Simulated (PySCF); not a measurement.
CH12OSSi5

Input

```
{"job": {"kind": "nmr", "xc": "PBE0", "basis": "pcSseg-1"}, "charge": 0, "multiplicity": 1}
O     -0.546404    -2.475284     1.492158
Si     0.430443    -1.175307     1.440782
S      2.251716    -1.758944     0.419088
C      2.721925    -0.158407    -0.325453
Si     1.345711     0.615262    -1.416471
Si    -0.569831     0.303106    -0.070793
Si    -1.258543     2.293537     0.945548
Si    -2.322656    -0.769480    -1.207784
H     -0.204337    -3.353609     1.640946
H      0.859084    -0.866666     2.807964
H      3.618702    -0.375936    -0.901168
H      3.007063     0.504063     0.491737
H      1.801324     1.987126    -1.677210
H      1.385370    -0.093987    -2.700901
H     -1.899782     2.105951     2.248740
H     -2.235186     2.969326     0.090301
H     -0.166329     3.246178     1.156695
H     -3.204421    -1.518172    -0.312556
H     -1.861934    -1.699216    -2.241667
H     -3.157062     0.231137    -1.882994
```

Launched as:

```sh
OMP_NUM_THREADS=1 python probes_run.py task.json out
```

Geometry: GFN2-xTB.

Computed with PBE0/pcSseg-1, SCF density, gas phase, non-relativistic (PySCF 2.14.0).

> What will maps of the electron density and electron localisation function show?

C–S (1.83 Å): the density is about 1.2 e/Å³ at the midpoint; the ELF peaks at about 0.90 between the atoms (a shared electron pair).
Si–S (2.17 Å): ρ is about 0.82 e/Å³ halfway; the ELF peaks at about 0.95 between the atoms; a covalent bond.

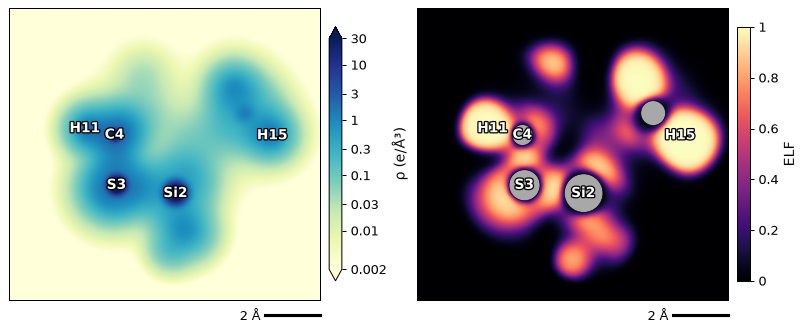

Computed electron density and electron localisation function on the plane of atoms Si2, S3 and C4, in this order. Grey discs cover the atomic cores in the ELF map. 
